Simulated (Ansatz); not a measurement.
**One shape, several levels: quartet BH2O**

Wanted: a comparison of 6 runs (UHF/STO-3G, UB2PLYP/STO-3G, UB3LYP/STO-3G, UCAM-B3LYP/STO-3G, UPBE0/STO-3G, UCCSDTQ/STO-3G) of quartet BH2O. 

Program for the calculation: Ansatz 0.2.0.

58 further runs of the same task are left out: 58 set aside as unsound or not needed.

## Step 1: The system as given

BH2O: 4 atoms, total charge 0, spin state quartet. SMILES of the parent species: `[BH]O`. Geometry: relaxed at PBE0-D4/def2-TZVP. That shape belongs to the parent species and isn't relaxed for this state.

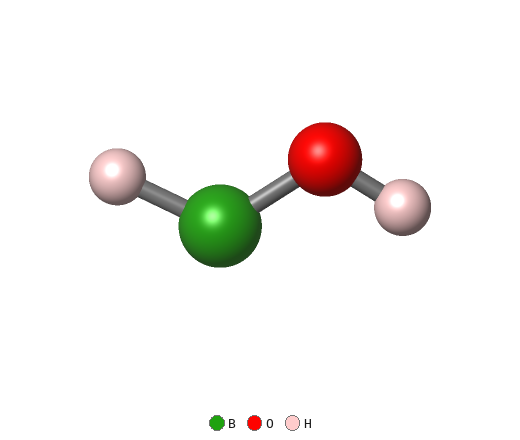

The structure, seen from a chosen angle (boron green, oxygen red, hydrogen pink).

## Step 2: A single-point energy at UHF/STO-3G (run 1)

Contents of molecule.yaml:

```yaml
crystal:
  periodic: [false, false, false]
  atoms:
    - {symbol: B, position_ang: [-0.006100, -0.485500, 0.388300]}
    - {symbol: O, position_ang: [0.119700, 0.544500, -0.448600]}
    - {symbol: H, position_ang: [-1.064200, -1.032400, 0.540300]}
    - {symbol: H, position_ang: [1.006100, 0.913200, -0.500300]}
basis:
  gaussian:
    orbitals: STO-3G
accuracy: high
magnetization:
  spin_polarized: true
  initial_magnetization: 3
hamiltonian:
  xc: hf
```

Run with:

```console
$ ansatz run molecule.yaml --threads 1 --pin off --max-ram 2610MiB --events-out events.jsonl --progress --plain --runs-dir runs
```

Standard output:

```text
Warning: RAYON_NUM_THREADS=1 ignored (pool sized by the plan → 1); use --threads N
Functional definition: HF
  name "HF"
  exchange = exact_x
  correlation = 0
187 factors; integrals over basis functions are off by at most 2.2e-8 eV
mean field evaluation 1: about -2693.1831 eV, gradient 1.7e1 eV
mean field evaluation 2: about -2693.2510 eV, gradient 1.7e1 eV
mean field evaluation 4: about -2695.9538 eV, gradient 1.9e0 eV
mean field evaluation 8: about -2696.0240 eV, gradient 4.0e-5 eV
mean field evaluation 16: about -2695.3386 eV, gradient 1.8e0 eV
mean field evaluation 32: about -2695.9744 eV, gradient 9.0e-1 eV
mean field -2696.02202966 eV, -99.0769821606 hartree, gradient 1.7e-8 eV, S^2 3.759923; 0 other end points of the search recorded, 0 dependent functions left out
reference -2696.02202966 eV, -99.0769821606 hartree; 9, 6 occupied and 3, 6 virtual orbitals, 187 factors
Total energy: -2696.02202966 eV, -99.0769821606 hartree
```

Wall time 0.06 s (1 thread of Arm Neoverse V2, shared host).

## Step 3: A single-point energy at UB2PLYP/STO-3G (run 2)

Contents of run.yaml:

```yaml
crystal:
  periodic: [false, false, false]
  atoms:
    - {symbol: B, position_ang: [-0.006100, -0.485500, 0.388300]}
    - {symbol: O, position_ang: [0.119700, 0.544500, -0.448600]}
    - {symbol: H, position_ang: [-1.064200, -1.032400, 0.540300]}
    - {symbol: H, position_ang: [1.006100, 0.913200, -0.500300]}
basis:
  gaussian: {orbitals: STO-3G}
total_charge: 0
magnetization: {spin_polarized: true, initial_magnetization: 3}
hamiltonian: {xc: {name: B2PLYP}}
correlation: {frozen_orbitals: {B: 1, H: 0, O: 1}}
accuracy: high
```

Run with:

```console
$ ansatz run run.yaml --threads 1 --pin off --max-ram 2610MiB --events-out events.jsonl --progress --plain --runs-dir runs
```

Standard output, shortened:

```text
Warning: RAYON_NUM_THREADS=1 ignored (pool sized by the plan → 1); use --threads N
Functional definition: B2PLYP
  name "B2PLYP"
[...]
187 factors; integrals over basis functions are off by at most 2.2e-8 eV
[...]
mean field -2704.33121526 eV, -99.3823390993 hartree, gradient 8.7e-8 eV, S^2 3.754541; 4 other end points of the search recorded, 0 dependent functions left out
2 core orbitals not correlated: weight in the atoms' cores, before any rotation towards them, 1.000 or more for the frozen orbitals, at most 0.000 for the correlated occupied ones
reference -2704.33122988 eV, -99.3823396364 hartree; 7, 4 occupied and 3, 6 virtual orbitals, 187 factors
second order -1.28155185 eV of doubles, -0.00000000 eV of singles
Total energy: -2704.67724888 eV, -99.3950556001 hartree
```

Wall time 1.1 s (1 thread of Arm Neoverse V2, shared host); peak memory 0.11 GiB.

## Step 4: A single-point energy at UB3LYP/STO-3G (run 3)

Edit molecule.yaml of step 2 so:

```diff
@@ -10,3 +10,2 @@
     orbitals: STO-3G
-accuracy: high
 magnetization:
@@ -15,2 +14,3 @@
 hamiltonian:
-  xc: hf
+  xc: {name: B3LYP}
+accuracy: high
```

Run with:

```console
$ ansatz run molecule.yaml --threads 1 --pin off --max-ram 2610MiB --events-out events.jsonl --progress --plain --runs-dir runs
```

Standard output:

```text
Warning: RAYON_NUM_THREADS=1 ignored (pool sized by the plan → 1); use --threads N
Functional definition: B3LYP
  name "B3LYP"
  parameter a0 = 0.2
  parameter ax = 0.72
  parameter ac = 0.81
  exchange = (1 - a0 - ax)*slater_x + ax*b88_x + a0*exact_x
  correlation = (1 - ac)*vwn_rpa_c + ac*lyp_c
187 factors; integrals over basis functions are off by at most 2.2e-8 eV
mean field evaluation 1: about -2706.3043 eV, gradient 1.6e1 eV
mean field evaluation 2: about -2700.7173 eV, gradient 2.8e1 eV
mean field evaluation 4: about -2708.2221 eV, gradient 4.6e0 eV
mean field evaluation 8: about -2708.3656 eV, gradient 1.7e-1 eV
mean field evaluation 16: about -2708.4977 eV, gradient 7.8e-2 eV
mean field -2708.49786647 eV, -99.5354607071 hartree, gradient 4.0e-8 eV, S^2 3.751096; 2 other end points of the search recorded, 0 dependent functions left out
reference -2708.49788919 eV, -99.5354615419 hartree; 9, 6 occupied and 3, 6 virtual orbitals, 187 factors
Total energy: -2708.49788919 eV, -99.5354615419 hartree
```

Wall time 1 s (1 thread of Arm Neoverse V2, shared host); peak memory 0.1 GiB.

Runs 4 to 5 aren't shown in full; the table further down has their settings and results.

## Step 5: The energy at UCCSDTQ/STO-3G (run 6)

Contents of job.yaml:

```yaml
crystal:
  periodic: [false, false, false]
  atoms:
    - {symbol: B, position_ang: [-0.006100, -0.485500, 0.388300]}
    - {symbol: O, position_ang: [0.119700, 0.544500, -0.448600]}
    - {symbol: H, position_ang: [-1.064200, -1.032400, 0.540300]}
    - {symbol: H, position_ang: [1.006100, 0.913200, -0.500300]}
basis:
  gaussian: {orbitals: STO-3G}
magnetization: {spin_polarized: true, initial_magnetization: 3}
correlation: {method: ccsdtq, frozen_orbitals: {B: 1, H: 0, O: 1}}
accuracy: high
scf: {omitted_lower_state_checks: [cluster_reference, increment]}
```

Run with:

```console
$ ansatz run job.yaml --threads 1 --pin off --max-ram 2610MiB --events-out events.jsonl --progress --plain --runs-dir runs
```

Standard output:

```text
Warning: RAYON_NUM_THREADS=1 ignored (pool sized by the plan → 1); use --threads N
[... 12 lines left out ...]
2 core orbitals not correlated: weight in the atoms' cores, before any rotation towards them, 1.000 or more for the frozen orbitals, at most 0.000 for the correlated occupied ones
[... 32 lines left out ...]
Total energy: -2697.52149209 eV, -99.1320863886 hartree
Checks for a lower state left out: cluster_reference, increment
```

Wall time 12 s (1 thread of Arm Neoverse V2, shared host); peak memory 0.16 GiB.

## Step 6: All runs side by side

| run | level | frozen core orbitals | energy (Eh) | ⟨S²⟩ | wall time |
| --- | --- | --- | --- | --- | --- |
| 1 | UHF/STO-3G | – | -99.076982 | 3.760 | 0.06 s |
| 2 | UB2PLYP/STO-3G | 2 | -99.395056 | 3.755 | 1.1 s |
| 3 | UB3LYP/STO-3G | – | -99.535462 | 3.751 | 1 s |
| 4 | UCAM-B3LYP/STO-3G | – | -99.478764 | 3.752 | 1.9 s |
| 5 | UPBE0/STO-3G | – | -99.433502 | 3.752 | 0.98 s |
| 6 | UCCSDTQ/STO-3G | 2 | -99.132086 | 3.760 | 12 s |

## Step 7: What came out

| quantity | value |
| --- | --- |
| run 6: total energy | -99.13209 Eh |
| run 6: correlation energy (2 core orbitals frozen) | -55.1 mEh |
| run 6: ⟨S²⟩ of the reference determinant | 3.760 |
| run 6: T1 diagnostic | 0.006 |

What this shows: Totals of different functionals can't be ranked against each other. In runs 1, 2, 3, 4, 5, 6 the basis is minimal, so the values are rough. All runs together took 17 s, the longest 12 s.
